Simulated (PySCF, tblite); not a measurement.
**C₄H₄B₂FOS radical: geometry, infrared bands and EPR parameters**

Aim: predict the infrared bands and EPR parameters of C₄H₄B₂FOS radical (`BOB(F)c1[c]ccs1`).

Programs: tblite 0.8.0 and PySCF 2.14.0, with density-fitted response routines of our own. Each step states its level of theory. These are calculated values for one molecule in the gas phase, unless marked as measured. Atoms are numbered from 0 throughout.

### Step 1. The molecule as given

13 atoms, charge 0, multiplicity 2; geometry from: force field or distance geometry start.

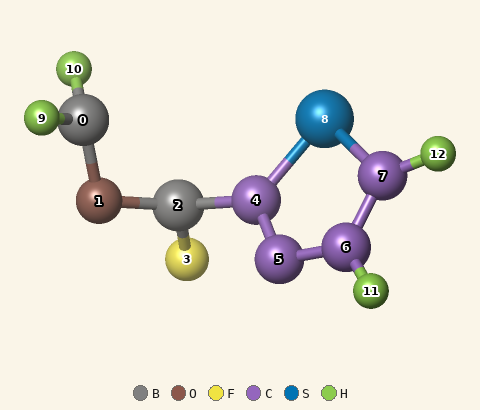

As it starts; boron grey, oxygen brown, fluorine yellow, carbon purple, sulfur blue, hydrogen green, atoms numbered; sticks join atoms by distance.

### Step 2. Relaxing the molecule with GFN2-xTB

Job settings and geometry (Å):

```
{"job": {"kind": "relax", "xc": "GFN2-xTB", "basis": "xTB"}, "charge": 0, "multiplicity": 2}
B      2.688300     0.594100     0.514200
O      2.311700    -0.177100    -0.698800
B      1.192700    -1.072000    -0.424100
F      1.176200    -2.318000    -1.178700
C     -0.264100    -0.516500    -0.116600
C     -1.053800     0.054700    -1.067400
C     -2.261500     0.489500    -0.676700
C     -2.542000     0.293700     0.650300
S     -1.101200    -0.538600     1.462900
H      3.098600     1.678900     0.312600
H      3.214000    -0.013800     1.378500
H     -2.987500     0.962900    -1.355000
H     -3.475800     0.562600     1.181200
```

Command:

```
$ OMP_NUM_THREADS=1 python probes_run.py task.json out
```

One launch serves the whole session: the jobs run in the order shown.

The program printed:

```text
step      E/eV     max force
  0    -681.73290    5.062
  1    -682.68738    3.464
  2    -683.22057    2.471
  3    -683.35672    1.216
  4    -683.44642    0.567
  5    -683.49016    0.519
  6    -683.52721    0.467
  7    -683.55512    0.456
  8    -683.59059    0.652
  9    -683.63516    0.651
 10    -683.67874    0.555
 11    -683.71913    0.562
 12    -683.75688    0.560
 13    -683.79017    0.576
 14    -683.82076    0.463
 15    -683.84302    0.408
 16    -683.85589    0.280
 17    -683.86371    0.274
 18    -683.86949    0.189
 19    -683.87355    0.177
 20    -683.87603    0.150
 21    -683.87781    0.122
 22    -683.87926    0.081
 23    -683.88061    0.092
 24    -683.88169    0.088
 25    -683.88272    0.097
 26    -683.88387    0.101
 27    -683.88526    0.103
 28    -683.88689    0.114
 29    -683.88887    0.135
 30    -683.89136    0.179
 31    -683.89440    0.184
 32    -683.89759    0.147
 33    -683.90037    0.123
 34    -683.90259    0.124
 35    -683.90456    0.113
 36    -683.90685    0.129
 37    -683.90951    0.118
 38    -683.91219    0.121
 39    -683.91456    0.120
 40    -683.91695    0.129
 41    -683.92002    0.162
 42    -683.92369    0.182
 43    -683.92704    0.199
 44    -683.92846    0.274
 45    -683.93182    0.150
 46    -683.93526    0.213
 47    -683.94070    0.288
 48    -683.94764    0.314
 49    -683.95507    0.347
 50    -683.96213    0.154
 51    -683.96348    0.319
 52    -683.96857    0.092
 53    -683.96979    0.099
 54    -683.97222    0.109
 55    -683.97359    0.113
 56    -683.97691    0.120
 57    -683.97869    0.105
 58    -683.98099    0.126
 59    -683.98400    0.192
 60    -683.98865    0.248
 61    -683.99020    0.390
 62    -683.99772    0.207
 63    -684.00166    0.133
 64    -684.00693    0.196
 65    -684.00996    0.184
 66    -684.01364    0.227
 67    -684.01692    0.187
 68    -684.01967    0.159
 69    -684.02172    0.228
 70    -684.02193    0.158
 71    -684.02421    0.118
 72    -684.02513    0.112
 73    -684.02787    0.149
 74    -684.02904    0.174
 75    -684.03131    0.179
 76    -684.03309    0.138
 77    -684.03404    0.073
 78    -684.03467    0.092
 79    -684.03509    0.082
 80    -684.03575    0.079
 81    -684.03649    0.084
 82    -684.03740    0.086
 83    -684.03828    0.082
 84    -684.03916    0.080
 85    -684.03991    0.084
 86    -684.04040    0.047
 87    -684.04073    0.050
 88    -684.04100    0.041
 89    -684.04127    0.040
 90    -684.04154    0.036
 91    -684.04187    0.034
 92    -684.04208    0.045
 93    -684.04224    0.030
 94    -684.04238    0.030
 95    -684.04252    0.039
 96    -684.04273    0.042
 97    -684.04304    0.056
 98    -684.04351    0.066
 99    -684.04401    0.065
100    -684.04443    0.052
101    -684.04473    0.037
102    -684.04498    0.037
103    -684.04519    0.034
104    -684.04534    0.032
105    -684.04546    0.027
106    -684.04558    0.027
107    -684.04571    0.029
108    -684.04580    0.025
109    -684.04585    0.020
110    -684.04588    0.021
111    -684.04594    0.025
112    -684.04605    0.036
113    -684.04625    0.044
114    -684.04650    0.047
115    -684.04673    0.032
116    -684.04687    0.025
117    -684.04695    0.016
118    -684.04699    0.014
119    -684.04703    0.015
120    -684.04707    0.012
121    -684.04709    0.008
```

Wall time 0.77 s (1 thread of Arm Neoverse V1, shared host).

Relaxation path: (not every step is listed)

```tsv
step	energy from step 0 (eV)	largest force (eV/Å)
0	0.0000	5.0624
1	-0.9545	3.4637
2	-1.4877	2.4711
3	-1.6238	1.2158
4	-1.7135	0.5666
5	-1.7573	0.5193
6	-1.7943	0.4666
7	-1.8222	0.4564
8	-1.8577	0.6521
18	-2.1366	0.1890
28	-2.1540	0.1138
38	-2.1793	0.1208
48	-2.2147	0.3138
58	-2.2481	0.1258
68	-2.2868	0.1586
78	-2.3018	0.0924
88	-2.3081	0.0415
98	-2.3106	0.0655
108	-2.3129	0.0248
116	-2.3140	0.0247
117	-2.3141	0.0155
118	-2.3141	0.0142
119	-2.3141	0.0146
120	-2.3142	0.0124
121	-2.3142	0.0078
```

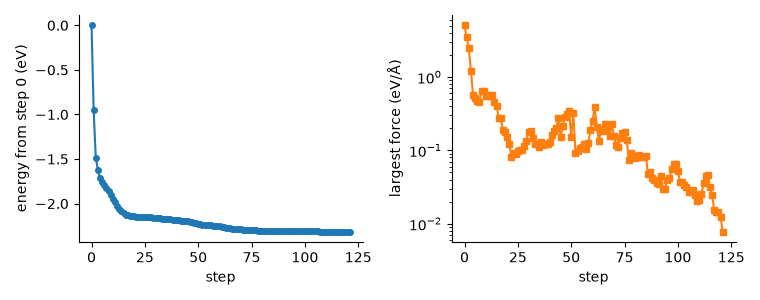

Energy and force, step by step.

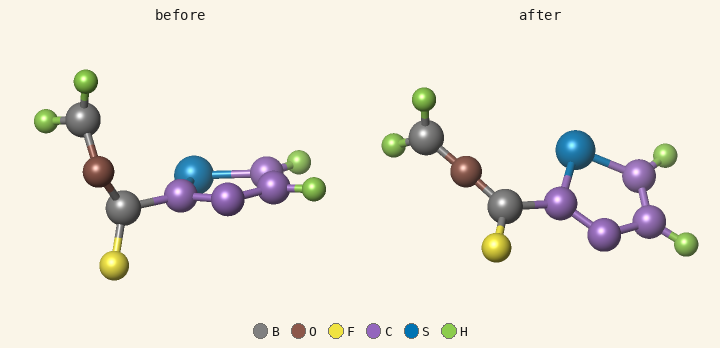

Before and after, at one scale.

Close pairs (by a distance rule), those that changed most:

```tsv
bond	before (Å)	after (Å)	change (Å)
B0–O1	1.486	1.303	-0.183
O1–B2	1.459	1.306	-0.153
C7–S8	1.852	1.724	-0.128
B2–F3	1.457	1.347	-0.110
C5–C6	1.342	1.395	+0.053
B2–C4	1.589	1.550	-0.039
C7–H12	1.107	1.073	-0.034
C4–C5	1.362	1.334	-0.027
```

The end geometry stands in the next job.

### Step 3. Infrared spectrum with GFN2-xTB

Job settings and geometry (Å):

```
{"job": {"kind": "ir", "xc": "GFN2-xTB", "basis": "xTB"}, "charge": 0, "multiplicity": 2}
B      3.121683     0.160528     0.780342
O      2.111594    -0.176266     0.029929
B      1.122967    -0.530781    -0.746939
F      1.427796    -1.203657    -1.872941
C     -0.368596    -0.225955    -0.455136
C     -1.490766    -0.504071    -1.121047
C     -2.721469    -0.095462    -0.606994
C     -2.526485     0.561551     0.571981
S     -0.864792     0.664397     1.020303
H      3.646375     1.201107     0.605694
H      3.480772    -0.576956     1.626293
H     -3.676385    -0.270641    -1.064416
H     -3.267083     0.996694     1.215203
```

The program printed:

```text
mode    cm-1     km/mol
  1      41.0      0.97
  2      70.0      0.04
  3     111.5      0.22
  4     145.9      0.58
  5     155.2      0.44
  6     299.5      7.45
  7     321.0      0.04
  8     366.0      2.17
  9     391.5      4.69
 10     499.1     13.11
 11     520.3     24.47
 12     556.7     51.39
 13     598.7      0.03
 14     694.6      3.02
 15     731.1     13.91
 16     811.7     49.39
 17     817.1      3.27
 18     846.6      4.99
 19     883.8    112.55
 20     949.3     51.41
 21    1056.7     20.34
 22    1075.1     75.09
 23    1127.0    136.60
 24    1173.7    247.57
 25    1246.1      4.60
 26    1314.1     28.15
 27    1409.7     34.90
 28    1564.4    298.62
 29    1584.2    444.59
 30    2551.5    156.86
 31    2566.8    152.83
 32    3139.9      1.26
 33    3151.6      8.83
```

Wall time 0.41 s (1 thread of Arm Neoverse V1, shared host).

Which atoms move in the most intense modes:

```tsv
cm⁻¹	km/mol	atoms
884	112.5	H9 36 %, H10 36 %, B0 26 %
1075	75.1	H12 34 %, B2 17 %, C5 17 %
1127	136.6	B2 31 %, H9 14 %, H10 14 %, H11 12 %
1174	247.6	B2 46 %, H11 20 %, F3 10 %
1564	298.6	C4 40 %, C5 38 %
1584	444.6	O1 53 %, B0 19 %, B2 18 %
2552	156.9	H9 50 %, H10 47 %
2567	152.8	H10 46 %, H9 43 %, B0 11 %
```

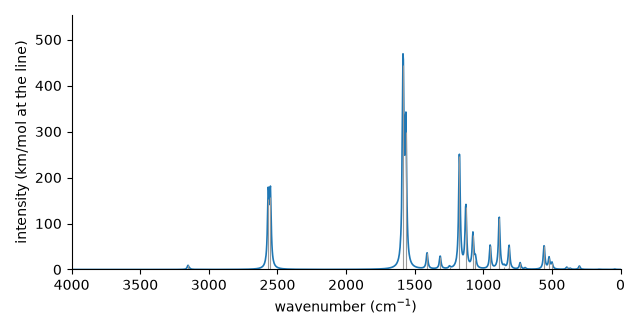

The infrared spectrum from these modes, unscaled. Lines are broadened to a width of 14 cm⁻¹ (Lorentzian).

### Step 4. EPR parameters: B3LYP/pcH-1

The job, as its differences from that of step 3:

```diff
@@ -1,2 +1,2 @@
-{"job": {"kind": "ir", "xc": "GFN2-xTB", "basis": "xTB"}, "charge": 0, "multiplicity": 2}
+{"job": {"kind": "epr", "basis": "pcH-1"}, "charge": 0, "multiplicity": 2}
 B      3.121683     0.160528     0.780342
```

Method: UKS B3LYP, pcH-1 on B C F H O S, non-relativistic, mean-field spin-orbit, GIAO.

The program printed:

```text
UKS, coarse grid
  cycle   1  E = -777.75284205  |g| = 5.99e-01
  cycle   2  E = -777.57005385  |g| = 9.40e-01
  cycle   3  E = -777.87025940  |g| = 8.54e-02
  cycle   4  E = -777.87234123  |g| = 5.92e-02
  cycle   5  E = -777.87370463  |g| = 1.28e-02
  cycle   6  E = -777.87377802  |g| = 7.07e-03
  cycle   7  E = -777.87380954  |g| = 2.95e-03
  cycle   8  E = -777.87381679  |g| = 1.32e-03
  cycle   9  E = -777.87382103  |g| = 7.15e-04
UKS, final grid
  cycle   1  E = -777.87378706  |g| = 1.17e-03
  cycle   2  E = -777.87378487  |g| = 2.39e-03
  cycle   3  E = -777.87378807  |g| = 2.16e-04
  cycle   4  E = -777.87378813  |g| = 1.50e-04
  cycle   5  E = -777.87378821  |g| = 8.71e-05
  cycle   6  E = -777.87378821  |g| = 2.82e-05
E = -777.87378821 Eh   <S^2> = 0.7579 (exact 0.7500)
g shifts (ppm)      1          2          3
  rmc          -174       -174       -174
  gc             19        -16         12
  oz_so       -3015       -259         -6
  total       -3171       -449       -169
hyperfine (MHz)  atom isotope    a_iso     a_fc   dipolar eigenvalues
    0   11B       0.15       0.15     -0.18     -0.11      0.29
    1   17O       0.52       0.52     -0.72     -0.23      0.95
    2   11B      18.59      18.59     -2.07     -1.13      3.20
    3   19F      -3.33      -3.36     -6.99      1.30      5.69
    4   13C      70.91      70.95    -12.00     -2.94     14.94
    5   13C     412.85     413.35    -77.53    -60.88    138.42
    6   13C      48.58      48.54    -10.20     -2.85     13.05
    7   13C      71.22      71.24     -3.65      0.10      3.55
    8   33S       7.52       7.51    -14.89    -12.73     27.62
    9    1H      -0.61      -0.61     -0.41     -0.33      0.74
   10    1H      -0.61      -0.61     -0.41     -0.33      0.74
   11    1H      20.96      20.96     -6.30     -5.16     11.46
   12    1H       7.22       7.21     -3.03     -1.63      4.66
```

Run time: 86 s. Hardware: 1 thread of Arm Neoverse V1, shared host; peak memory 0.96 GiB.

Principal g values 1.99915, 2.00187, 2.00215; g(iso) = 2.00106, against 2.00232 for a free electron.

Hyperfine couplings; where a row names several nuclei, a(iso) is their mean (it holds for fast rotation or exchange) and the dipolar term the largest among them:

```tsv
nuclei	isotope	a(iso) (MHz)	a(iso) (G, at g = 2.0023)	largest dipolar term (MHz)
C5	13C	412.9	147.3	138.4
C7	13C	71.2	25.4	-3.6
C4	13C	70.9	25.3	14.9
C6	13C	48.6	17.3	13.1
H11	1H	21.0	7.5	11.5
B2	11B	18.6	6.6	3.2
S8	33S	7.5	2.7	27.6
H12	1H	7.2	2.6	4.7
F3	19F	-3.3	-1.2	-7.0
H9, H10	1H	-0.6	-0.2	0.7
O1	17O	0.5	0.2	0.9
B0	11B	0.2	0.1	0.3
```

Mulliken spin populations:

B0 0.00; O1 0.00; B2 0.01; F3 0.00; C4 -0.11; C5 0.98; C6 -0.04; C7 0.05; S8 0.11; H9 0.00; H10 0.00; H11 0.01; H12 0.00

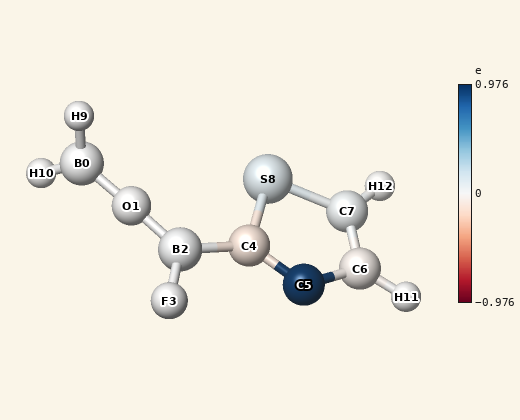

Mulliken spin populations, as colours on the atoms.

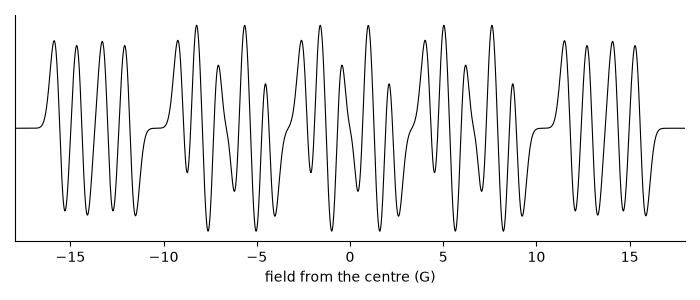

First-order isotropic spectrum (first derivative, main isotopes with spin only, couplings over 0.8 MHz, Gaussian width 0.3 G; couplings of the frozen geometry, rotation of groups not averaged beyond the rows shown).

The fields below are evaluated on a grid from the run's orbitals.

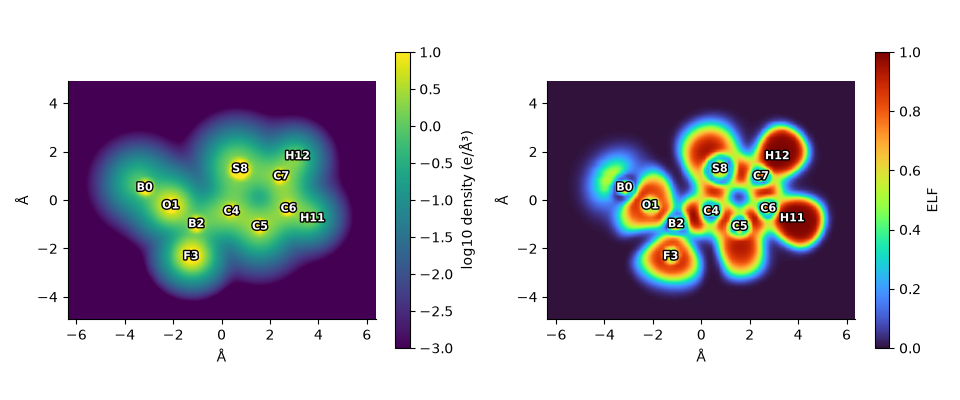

Density (left) and ELF (right) in a plane through or near 11 of the atoms.

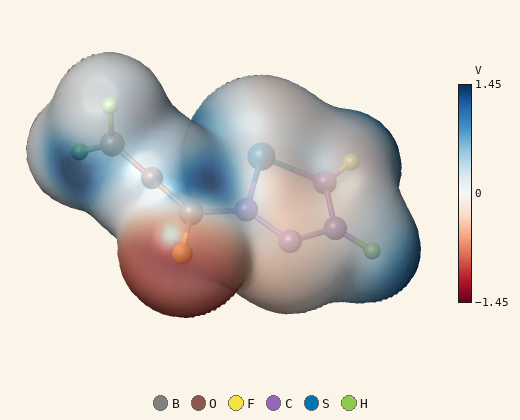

Electrostatic potential on the surface of density 0.002 e/bohr³; red is low, blue high. It runs from -0.98 V near F3 to 1.45 V near B0.

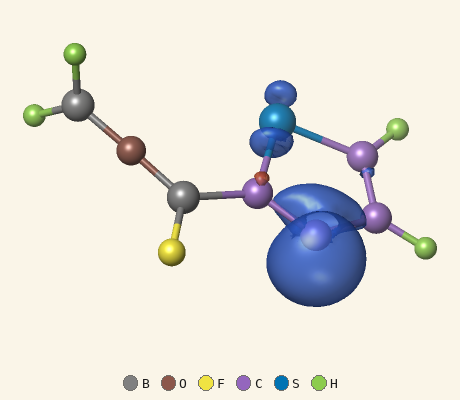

Spin density at ±0.05 e/Å³ (alpha excess blue, beta excess red).

### Step 5. Outcome

```
                                                                  quantity                  value
                                 strongest single infrared mode (GFN2-xTB)  1584 cm⁻¹, 445 km/mol
                                              zero-point energy (GFN2-xTB)          46.8 kcal/mol
                                                            g(iso) (B3LYP)                2.00106
                                                                      ⟨S²⟩     0.758 (exact 0.75)
                                        largest a(iso) (averaged by class)   13C on C5, 412.9 MHz
potential on the surface of density 0.002 e/bohr³, 1st and 99th percentile     -0.98 V and 1.45 V
```

The optimisation took 121 steps and gained 2.314 eV; among the close pairs (by a distance rule), B0–O1 changed most, from 1.486 to 1.303 Å. No mode is imaginary among the 33: a minimum at this level. The strongest single mode, at 1584 cm⁻¹, moves mainly O1. Unscaled tight-binding wavenumbers are off by several per cent, some by more. Its intensities can rank the bands wrongly. C5 carries the largest spin population, 0.98 e. The isotropic g lies 1.3 ppt below the free-electron value. These values are for one conformer; the search (at its own cheap level) found 2 more, at 0.00, 6.47 kcal/mol (those within 0.05 may be mirror or relabelled copies), and measured spectra average over such forms.
